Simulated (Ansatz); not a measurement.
BH$_{3}$S···HF

```xyz
7

B    -0.8814    0.0766    0.7255
F     1.0765   -1.3591   -1.8653
H    -1.1009   -0.9675    1.2520
H    -1.7256    0.7572    0.2396
H     1.1065   -0.8302   -1.1010
S     0.8224    0.5837    0.7131
H     0.7025    1.7393    0.0361
```

The product side of a reaction path; geometry: PBE0-D4/def2-TZVP.

The calculation used RKS PBE0-D4/def2-TZVPP in Ansatz.

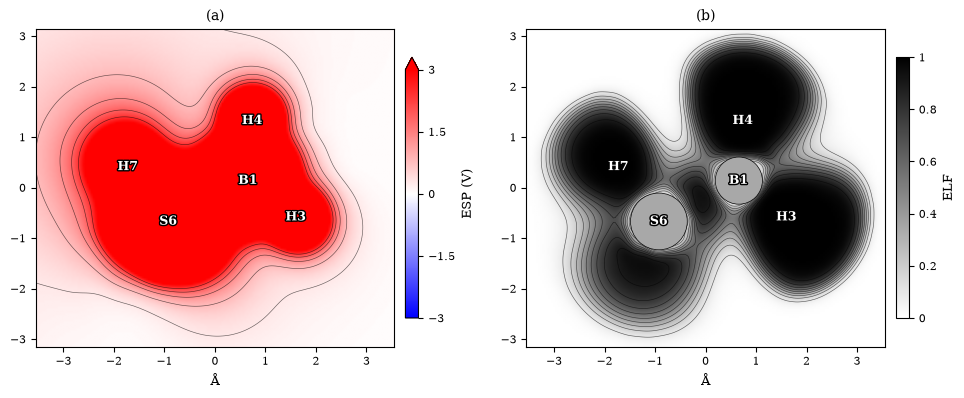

Figure 1. (a) molecular electrostatic potential; (b) electron localisation function on the plane of atoms H4, B1 and S6. Grey discs cover the atomic cores in the ELF map.

**Read the bonding off the picture.**

- The plane passes through B, H and S nuclei.
- B–S (1.78 Å): the ELF peaks at about 0.95 between the atoms: a covalent bond.
- B–H (1.19 Å): the ELF climbs to about 1 towards the hydrogen, as it does in any bond to H (an ordinary covalent bond to hydrogen).
- S–H (1.34 Å): the ELF climbs to about 1 towards the hydrogen.
- The ELF also peaks beside S6, away from the bonds: lone-pair regions.
- The potential has no marked negative region in this plane.

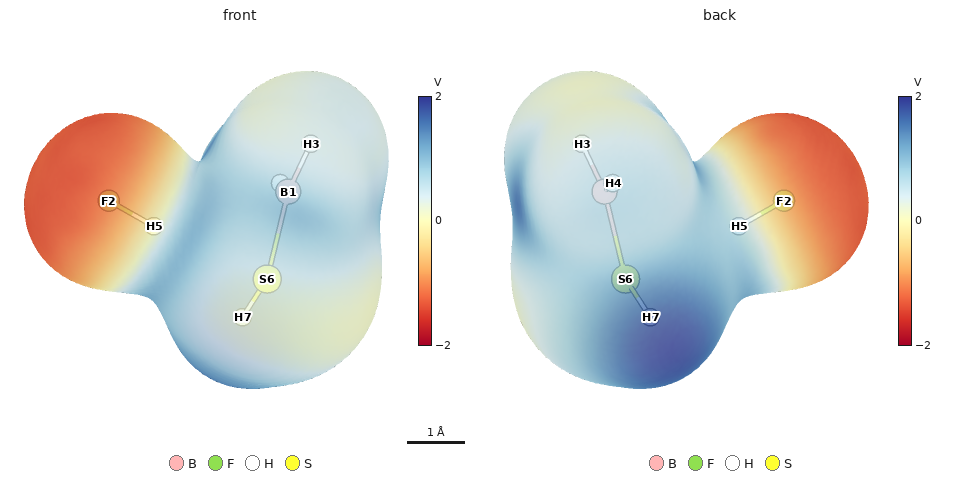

Figure 2. The electrostatic potential painted on the density surface at 0.002 e/bohr³, seen from the front and from behind; the colour scale runs from red (negative) to blue (positive).

**Where is the surface potential most negative and most positive?**

The most negative region (about −1.3 V) lies over F2, the most positive (about +1.9 V) over H7.

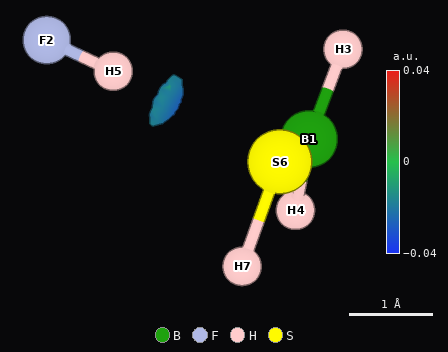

Figure 3. Non-covalent interaction (NCI) plot: the surface where the reduced density gradient is 0.5, for densities under 0.05 a.u., coloured by sign(λ₂)ρ; seen at an oblique angle.

**What holds or crowds the atoms apart from the covalent bonds?**

H5···S6 (2.3 Å): a hydrogen bond (blue, attractive).
